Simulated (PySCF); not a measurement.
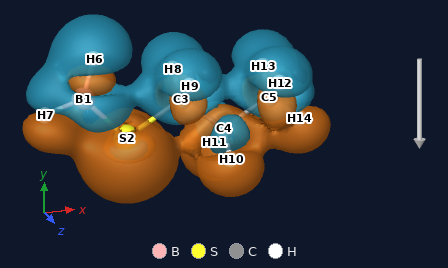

*C$_{3}$H$_{9}$BS, SMILES `BSCCC`. Change of the electron density in a uniform field of 0.21 V/Å along −y (arrow), surfaces at ±0.0008 e/Å³ (light blue: gain, orange: loss).*

PySCF calculation, TPSS/cc-pVDZ, gas phase; geometry: GFN2-xTB. No frequency check shows the geometry to be a minimum. A basis without diffuse functions makes polarisabilities too small. GFN2-xTB bond lengths at metals and heavier atoms can be off by up to 0.1 Å and shapes distorted, which carries into these values.

Coordinates in Å:

```
B1      -2.5494    0.6879    0.0139
S2      -1.3066   -0.5347   -0.0056
C3       0.2593    0.4400   -0.0177
C4       1.4647   -0.4851    0.0133
C5       2.7664    0.3079    0.0026
H6      -2.2592    1.8194    0.0176
H7      -3.6558    0.3192    0.0226
H8       0.2589    1.0477   -0.9223
H9       0.2463    1.0916    0.8555
H10      1.4154   -1.1058    0.9095
H11      1.4270   -1.1493   -0.8517
H12      2.8232    0.9634    0.8689
H13      2.8356    0.9189   -0.8948
H14      3.6187   -0.3661    0.0255
```

How large is the response?

The induced dipole is 0.62 D (along the field); α along this axis, from the fields in both directions, is 61 bohr³ (9.0 Å³).

Which atoms gain and lose the most charge?

Electrons gather most on H6 (Hirshfeld charge changes by −0.009 e) and leave S2 most (+0.019 e); 0.065 electrons are displaced in all.
